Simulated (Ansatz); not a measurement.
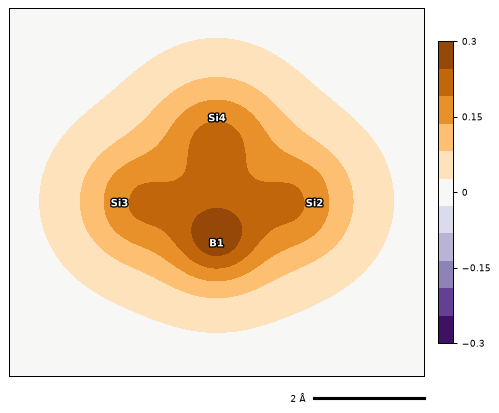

BSi3 (charge −1, quintet). The HOMO (β) on a plane 0.8 Å above the molecular plane (values in Å⁻³ᐟ²; the overall sign is arbitrary).

Geometry: PBE0-D4/def2-TZVPD; the highest occupied orbital lies above zero, a sign that basis and functional describe the outermost electron poorly.

Theory: Ansatz, UKS PBE0-D4/def2-TZVPD.

What is the character of this orbital?

Its weight (Hirshfeld) is mainly on B1 (about 30 %), Si4 (about 25 %), Si2 (about 25 %) and Si3 (about 25 %); it changes sign across the molecular plane (π type); π-bonding across B1–Si2, B1–Si3, Si2–Si4 and Si3–Si4. Its energy is −1.88 eV.
